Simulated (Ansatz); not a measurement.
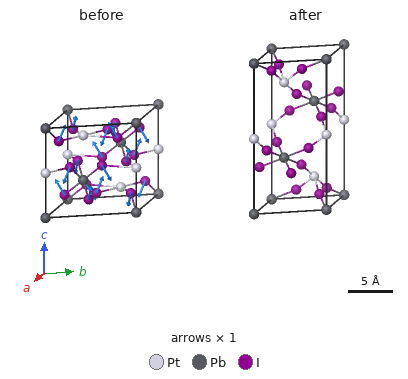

The structure of crystalline PtPbI$_{6}$ (built on the LaAlH6-166 type type) before (left) and after (right) a relaxation, at one scale. The blue arrows give the displacements (the part carried along by the change of the cell is left out), at their true length.

Style: ball-and-stick. Shown: the conventional cell (3 times the calculation's cell), slightly off an axis. Lengths and directions refer to the drawn axes.

Theory: DFT, PBEsol, plane waves, PAW (Ansatz 0.2.0). Set-up: plane-wave cutoff 420 eV; k-point mesh 4 × 4 × 4; occupations fermi dirac; smearing width 0.03 eV; no spin polarisation; cell and atoms relaxed; force threshold 0.01 eV/Å; at most 120 steps.

What changed between the two?

The largest moves relative to the cell, 2.14 Å, are those of I atoms. Pb and Pt stay in place. The drawn cell changes as follows: a = b 10.829 → 8.643 Å (−20.2 %), c 10.455 → 17.589 Å (+68.2 %); the volume changes by +7.2 %. Among the contacts that change: I–Pt 4.053 → 2.689 Å, I–Pb 2.858 → 3.147 Å. Bond angles that change, for instance: I–Pb–I 96.4° → 74.9°, I–Pb–I 83.6° → 105.1°. The space group stays R-3m (No. 166). Over 35 accepted moves (40 points after the start) the energy falls by 6.634 eV per cell of the calculation. The largest force component goes from 0.87 to 0.00013 eV/Å. The pressure goes from −0.48 to 0.00 GPa. The line search rejected the trial step at point 23 of the run. The SCF was repeated 4 times at an unchanged geometry on a basis and grid sized afresh for the cell, which shifted the energy by 0.108 eV per cell of the calculation at most. Cost: 3.8 min on 4 threads of Arm Neoverse V1 (shared host), peak memory 1.2 GiB.
